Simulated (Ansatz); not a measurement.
**Be + ClCl (BeCl2): an exchange reaction of three atoms**

How does the energy of Be + ClCl (the system Be + Cl₂) change over two coordinates at once? A grid of runs gives the map.

Program: Ansatz 0.2.0. Level of theory: RKS PBE0-D4/def2-SVPD. These are calculated values, not measurements.

### 1 The part Be alone

Contents of input.yaml:

```yaml
crystal:
  periodic: [false, false, false]
  atoms:
    - { symbol: Be, position_ang: [0.0, 0.0, 0.0] }
basis:
  gaussian: { orbitals: def2-SVPD }
hamiltonian:
  xc: pbe0
```

On the command line:

```sh
ansatz run input.yaml --threads 1 --pin off --max-ram 2560MiB --backend cpu --events-out ev --progress --plain --runs-dir out
```

Log:

```text
Warning: RAYON_NUM_THREADS=1 ignored (pool sized by the plan → 1); use --threads N
Engine: ansatz 0.2.0, x86_64-unknown-linux-gnu
Functional definition: PBE0
  parameter a = 0.25
  parameter kappa = 0.804
  parameter beta = 0.06672455060314922
  exchange = (1 - a)*pbe_x(kappa = kappa, mu = beta*pi^2/3) + a*exact_x
  correlation = pbe_c(beta = beta)
124 factors; their error is unknown
mean field evaluation 1: about -397.7989 eV, gradient 6.4e-2 eV
mean field evaluation 2: about -397.7910 eV, gradient 7.1e-2 eV
mean field evaluation 4: about -397.7910 eV, gradient 4.9e-5 eV
mean field -397.79097237 eV, -14.6185486023 hartree, gradient 3.1e-5 eV, S^2 0.000000; 0 other end points of the search recorded, 0 dependent functions left out
reference -397.79099105 eV, -14.6185492887 hartree; 2, 2 occupied and 10, 10 virtual orbitals, 124 factors
Total energy: -397.79099105 eV, -14.6185492887 hartree
```

Wall time 0.06 s (1 thread of Intel Xeon 6975P-C (Granite Rapids), shared host); peak memory 0.079 GiB.

### 2 The part Cl₂ alone

Contents of input.yaml:

```yaml
crystal:
  periodic: [false, false, false]
  atoms:
    - { symbol: Cl, position_ang: [0.0, 0.0, 0.0] }
    - { symbol: Cl, position_ang: [2.04, 0.0, 0.0] }
basis:
  gaussian: { orbitals: def2-SVPD }
hamiltonian:
  xc: pbe0
  dispersion: d4
output:
  forces: true
relax:
  f_tol: 0.003
  max_steps: 120
```

On the command line:

```sh
ansatz run input.yaml --threads 1 --pin off --max-ram 2560MiB --backend cpu --events-out ev --progress --plain --runs-dir out
```

Log (excerpt; [...] marks lines left out):

```text
Warning: RAYON_NUM_THREADS=1 ignored (pool sized by the plan → 1); use --threads N
[...]
[... 1 set-up line as earlier in the session ...]
[...]
529 factors; integrals over basis functions are off by at most 1.3e-4 eV
[...]
mean field -25028.34625836 eV, -919.7747601724 hartree, gradient 2.7e-5 eV, S^2 0.000000; 0 other end points of the search recorded, 0 dependent functions left out
[...]
reference -25028.34629120 eV, -919.7747613790 hartree; 17, 17 occupied and 37, 37 virtual orbitals, 529 factors
relax step   1: F+E_penalty+E_count = -25028.37120685 eV  Δ(F+E_penalty+E_count) = +0.000e0 eV  max|allowed force component| = 1.910e-1 eV/Å  Δτ_max = 0.0000 Å  (22 SCF iters, accepted)
[...]
relax step   2: F+E_penalty+E_count = -25028.37226848 eV  Δ(F+E_penalty+E_count) = -1.062e-3 eV  max|allowed force component| = 4.098e-3 eV/Å  Δτ_max = 0.0054 Å  (27 SCF iters, accepted)
[...]
relax step   3: F+E_penalty+E_count = -25028.37226895 eV  Δ(F+E_penalty+E_count) = -4.727e-7 eV  max|allowed force component| = 5.338e-5 eV/Å  Δτ_max = 0.0001 Å  (17 SCF iters, accepted)
529 factors; integrals over basis functions are off by at most 1.4e-4 eV
[...]
mean field -25028.34731127 eV, -919.7747988662 hartree, gradient 2.2e-5 eV, S^2 0.000000; 1 other end points of the search recorded, 0 dependent functions left out
[...]
reference -25028.34734406 eV, -919.7748000712 hartree; 17, 17 occupied and 37, 37 virtual orbitals, 529 factors
Total energy: -25028.37230174 eV, -919.7757172490 hartree
Atom 0 at     0.005515    -0.000000     0.000000 Å, force    -0.000053    -0.000000    -0.000000 eV/Å
Atom 1 at     2.034485     0.000000    -0.000000 Å, force     0.000053     0.000000     0.000000 eV/Å
Dipole moment:    -0.000000     0.000000    -0.000000 e Å
```

It took 1.6 s on 1 thread of Intel Xeon 6975P-C (Granite Rapids), shared host; peak memory 0.12 GiB.

Energy and force along the way:

```
step  energy from step 1 (eV)  largest force component (eV/Å)
   1                   0.0000                          0.1910
   2                  -0.0011                          0.0041
   3                  -0.0011                          0.0001
```

The bond:

```
   bond  before (Å)  after (Å)  change (Å)
Cl1–Cl2       2.040      2.029      -0.011
```

### 3 Plan of the scan

- distance Be1–Cl2: 17 values from 1.584 to 3.584 Å
- distance Cl2–Cl3: 17 values from 1.632 to 3.632 Å

Nothing else is relaxed (the angle Be1–Cl2–Cl3 is fixed at 180 degrees). Energies count from Be far from the relaxed ClCl (each part in its own basis).

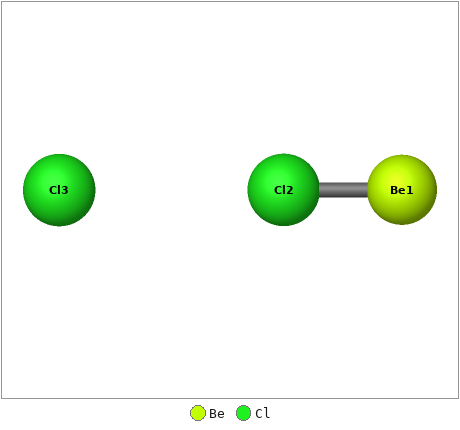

The geometry at distance Be1–Cl2 = 1.584 Å, distance Cl2–Cl3 = 3.008 Å.

Below, 3 of the grid's runs; all are launched alike.

### 4 Grid point distance Be1–Cl2 = 1.584 Å, distance Cl2–Cl3 = 3.008 Å

Contents of input.yaml:

```yaml
crystal:
  periodic: [false, false, false]
  atoms:
    - { symbol: Be, position_ang: [-1.584, 0.0, 0.0] }
    - { symbol: Cl, position_ang: [0.0, 0.0, 0.0] }
    - { symbol: Cl, position_ang: [3.008, 0.0, 0.0] }
basis:
  gaussian: { orbitals: def2-SVPD }
hamiltonian:
  xc: pbe0
  dispersion: d4
output:
  forces: true
```

On the command line:

```sh
ansatz run input.yaml --threads 1 --pin off --max-ram 2560MiB --backend cpu --events-out ev --progress --plain --runs-dir out
```

Log (excerpt; [...] marks lines left out):

```text
Warning: RAYON_NUM_THREADS=1 ignored (pool sized by the plan → 1); use --threads N
[...]
[... 1 set-up line as earlier in the session ...]
[...]
644 factors; integrals over basis functions are off by at most 5.8e-4 eV
[...]
mean field -25426.74235878 eV, -934.4155468201 hartree, gradient 1.2e-5 eV, S^2 0.000000; 1 other end points of the search recorded, 0 dependent functions left out
[...]
reference -25426.74239479 eV, -934.4155481434 hartree; 19, 19 occupied and 47, 47 virtual orbitals, 644 factors
Total energy: -25426.79379650 eV, -934.4174371214 hartree
Atom 0 at    -1.584000     0.000000     0.000000 Å, force    -7.242609    -0.000000     0.000000 eV/Å
Atom 1 at     0.000000     0.000000     0.000000 Å, force     7.550141     0.000000    -0.000000 eV/Å
Atom 2 at     3.008000     0.000000     0.000000 Å, force    -0.307531    -0.000000     0.000000 eV/Å
Dipole moment:    -2.233317    -0.000000    -0.000000 e Å
```

Run time: 1.1 s. Hardware: 1 thread of Intel Xeon 6975P-C (Granite Rapids), shared host; peak memory 0.12 GiB.

Energy on the map's scale: −61 kJ/mol.

### 5 Point distance Be1–Cl2 = 1.811 Å, distance Cl2–Cl3 = 2.718 Å

Contents of input.yaml:

```yaml
crystal:
  periodic: [false, false, false]
  atoms:
    - { symbol: Be, position_ang: [-1.811, 0.0, 0.0] }
    - { symbol: Cl, position_ang: [0.0, 0.0, 0.0] }
    - { symbol: Cl, position_ang: [2.718, 0.0, 0.0] }
basis:
  gaussian: { orbitals: def2-SVPD }
hamiltonian:
  xc: pbe0
  dispersion: d4
output:
  forces: true
```

On the command line:

```sh
ansatz run input.yaml --threads 1 --pin off --max-ram 2560MiB --backend cpu --events-out ev --progress --plain --runs-dir out
```

Log (excerpt; [...] marks lines left out):

```text
Warning: RAYON_NUM_THREADS=1 ignored (pool sized by the plan → 1); use --threads N
[...]
[... 1 set-up line as earlier in the session ...]
[...]
644 factors; integrals over basis functions are off by at most 6.8e-4 eV
[...]
mean field -25427.54626468 eV, -934.4450898172 hartree, gradient 8.4e-5 eV, S^2 0.000000; 0 other end points of the search recorded, 0 dependent functions left out
[...]
reference -25427.54629952 eV, -934.4450910973 hartree; 19, 19 occupied and 47, 47 virtual orbitals, 644 factors
Total energy: -25427.60001022 eV, -934.4470649294 hartree
Atom 0 at    -1.811000     0.000000     0.000000 Å, force    -0.479364    -0.000000    -0.000000 eV/Å
Atom 1 at     0.000000     0.000000     0.000000 Å, force     0.631052     0.000000     0.000000 eV/Å
Atom 2 at     2.718000     0.000000     0.000000 Å, force    -0.151688    -0.000000    -0.000000 eV/Å
Dipole moment:    -1.969210     0.000000     0.000000 e Å
```

Wall time 0.95 s (1 thread of Intel Xeon 6975P-C (Granite Rapids), shared host); peak memory 0.13 GiB.

On the map this point reads −139 kJ/mol.

### 6 Point distance Be1–Cl2 = 2.025 Å, distance Cl2–Cl3 = 1.962 Å

Contents of input.yaml:

```yaml
crystal:
  periodic: [false, false, false]
  atoms:
    - { symbol: Be, position_ang: [-2.025, 0.0, 0.0] }
    - { symbol: Cl, position_ang: [0.0, 0.0, 0.0] }
    - { symbol: Cl, position_ang: [1.962, 0.0, 0.0] }
basis:
  gaussian: { orbitals: def2-SVPD }
hamiltonian:
  xc: pbe0
  dispersion: d4
output:
  forces: true
```

On the command line:

```sh
ansatz run input.yaml --threads 1 --pin off --max-ram 2560MiB --backend cpu --events-out ev --progress --plain --runs-dir out
```

Log (excerpt; [...] marks lines left out):

```text
Warning: RAYON_NUM_THREADS=1 ignored (pool sized by the plan → 1); use --threads N
[...]
[... 1 set-up line as earlier in the session ...]
[...]
644 factors; integrals over basis functions are off by at most 1.0e-3 eV
[...]
mean field -25426.26028250 eV, -934.3978308437 hartree, gradient 1.2e-5 eV, S^2 0.000000; 0 other end points of the search recorded, 0 dependent functions left out
[...]
reference -25426.26031340 eV, -934.3978319791 hartree; 19, 19 occupied and 47, 47 virtual orbitals, 644 factors
Total energy: -25426.32111930 eV, -934.4000665549 hartree
Atom 0 at    -2.025000     0.000000     0.000000 Å, force    -1.031149    -0.000000    -0.000000 eV/Å
Atom 1 at     0.000000     0.000000     0.000000 Å, force    -4.692882     0.000000     0.000000 eV/Å
Atom 2 at     1.962000     0.000000     0.000000 Å, force     5.724031    -0.000000    -0.000000 eV/Å
Dipole moment:    -0.550685     0.000000    -0.000000 e Å
```

Wall time 0.87 s (1 thread of Intel Xeon 6975P-C (Granite Rapids), shared host); peak memory 0.13 GiB.

On the map this point reads −15 kJ/mol.

### 7 Energy over the grid

289 points were computed. Energies in kJ/mol, from Be far from the relaxed ClCl (each part in its own basis); the table lists every other line.

| distance Cl2–Cl3 (Å) ↓, distance Be1–Cl2 (Å) → | 1.584 | 1.718 | 1.914 | 2.143 | 2.396 | 2.670 | 2.960 | 3.265 | 3.584 |
| --- | --- | --- | --- | --- | --- | --- | --- | --- | --- |
| 3.632 | −38 | −94 | −92 | −37 | 39 | 113 | 174 | 219 | 251 |
| 3.313 | −50 | −106 | −106 | −54 | 18 | 88 | 145 | 187 | 217 |
| 3.008 | −61 | −119 | −122 | −75 | −9 | 53 | 105 | 143 | 170 |
| 2.718 | −64 | −126 | −136 | −98 | −42 | 11 | 55 | 87 | 111 |
| 2.444 | −43 | −112 | −134 | −110 | −69 | −29 | 4 | 29 | 47 |
| 2.191 | 27 | −55 | −96 | −93 | −72 | −49 | −29 | −13 | −2 |
| 1.962 | 166 | 66 | 0 | −23 | −27 | −23 | −17 | −11 | −6 |
| 1.766 | 384 | 267 | 177 | 128 | 103 | 91 | 87 | 87 | 88 |
| 1.632 | 633 | 506 | 402 | 340 | 305 | 286 | 277 | 274 | 274 |

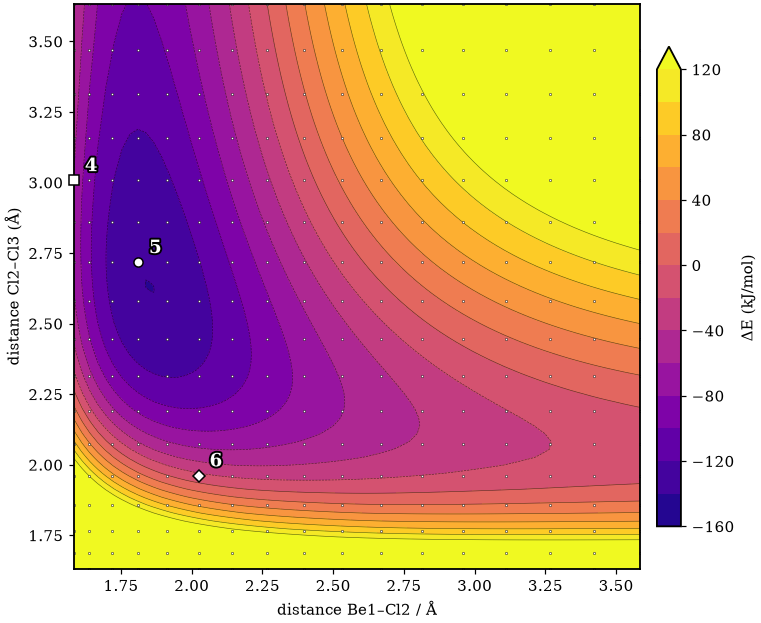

The map; numbers mark the steps of this session that print a point's run. The picture shows filled contours, dots at the grid points, one colour for all values above the top of the scale. Between grid points the surface is interpolated.

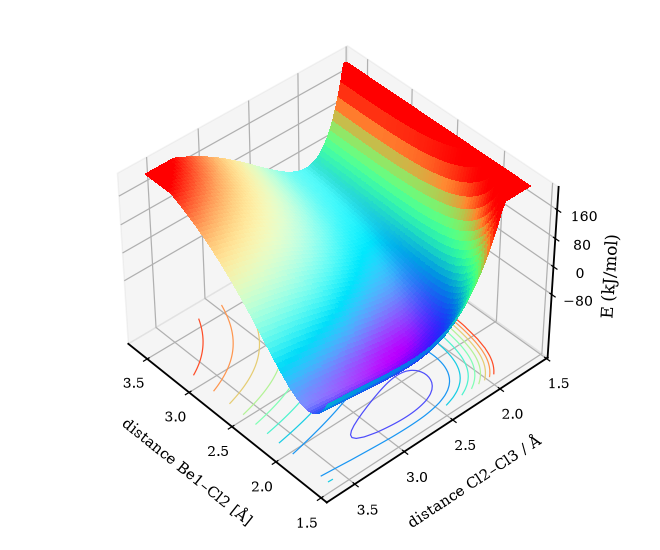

The same map in relief. The picture shows a relief with its contours projected below, any walls above the top of the colour scale cut off. Between grid points the surface is interpolated.

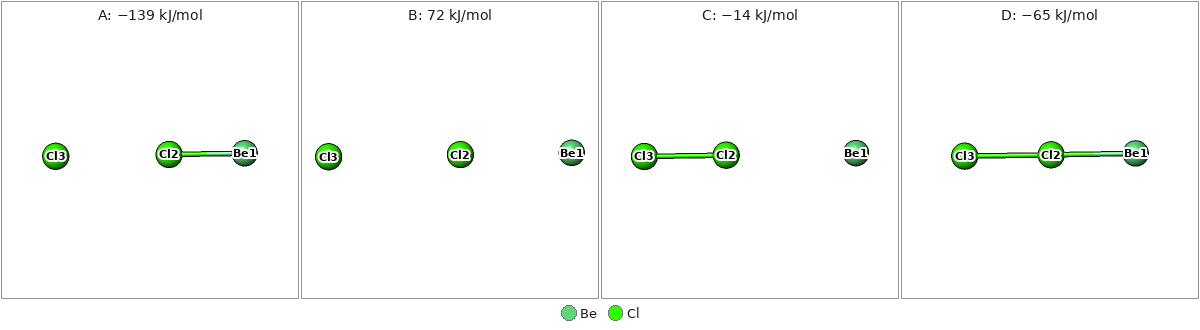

Structures on the grid, at one scale: A at distance Be1–Cl2 = 1.811 Å, distance Cl2–Cl3 = 2.718 Å; B at distance Be1–Cl2 = 2.670 Å, distance Cl2–Cl3 = 3.159 Å; C at distance Be1–Cl2 = 3.111 Å, distance Cl2–Cl3 = 1.962 Å; D at distance Be1–Cl2 = 2.025 Å, distance Cl2–Cl3 = 2.073 Å.

On the same grid, dipole moment (D):

| distance Cl2–Cl3 (Å) ↓, distance Be1–Cl2 (Å) → | 1.584 | 1.718 | 1.914 | 2.143 | 2.396 | 2.670 | 2.960 | 3.265 | 3.584 |
| --- | --- | --- | --- | --- | --- | --- | --- | --- | --- |
| 3.632 | 12.0 | 11.8 | 11.7 | 11.5 | 11.3 | 11.0 | 10.7 | 10.3 | 10.0 |
| 3.313 | 11.4 | 11.3 | 11.1 | 10.9 | 10.6 | 10.3 | 9.9 | 9.5 | 9.1 |
| 3.008 | 10.7 | 10.6 | 10.4 | 10.1 | 9.8 | 9.4 | 8.9 | 8.4 | 7.9 |
| 2.718 | 9.8 | 9.6 | 9.3 | 9.0 | 8.6 | 8.1 | 7.5 | 6.9 | 6.3 |
| 2.444 | 8.3 | 8.1 | 7.8 | 7.4 | 7.0 | 6.4 | 5.8 | 5.1 | 4.4 |
| 2.191 | 6.0 | 5.8 | 5.6 | 5.2 | 4.8 | 4.3 | 3.7 | 3.0 | 2.3 |
| 1.962 | 2.8 | 2.8 | 2.7 | 2.6 | 2.4 | 2.1 | 1.7 | 1.3 | 0.9 |
| 1.766 | 0.9 | 0.6 | 0.3 | 0.0 | 0.2 | 0.4 | 0.4 | 0.4 | 0.3 |
| 1.632 | 3.7 | 3.1 | 2.4 | 1.6 | 0.9 | 0.4 | 0.1 | 0.1 | 0.1 |

### 8 Summary of results

| quantity | value |
| --- | --- |
| lowest point | distance Be1–Cl2 = 1.811 Å, distance Cl2–Cl3 = 2.718 Å, −139 kJ/mol |
| highest computed point | distance Be1–Cl2 = 1.584 Å, distance Cl2–Cl3 = 1.632 Å, 771 kJ/mol above the lowest |
| dipole moment (D) | 0.0 at distance Be1–Cl2 = 3.111 Å, distance Cl2–Cl3 = 1.632 Å to 12.0 at distance Be1–Cl2 = 1.584 Å, distance Cl2–Cl3 = 3.632 Å; 9.5 at the lowest point |
| time for the whole task | 5.5 min on 1 thread, shared host |

In words: The lowest computed point is at distance Be1–Cl2 = 1.811 Å, distance Cl2–Cl3 = 2.718 Å, −139 kJ/mol from Be far from the relaxed ClCl (each part in its own basis). No other kind of well shows on this grid. The highest computed point, distance Be1–Cl2 = 1.584 Å, distance Cl2–Cl3 = 1.632 Å, lies 771 kJ/mol above the lowest. Round the minimum the valley is somewhat tilted: raising distance Be1–Cl2 shifts the best value of distance Cl2–Cl3 downwards (coupling k₁₂/√(k₁₁k₂₂) about 0.3). The reference is spin-restricted, so regions with a bond pulled apart lie too high.
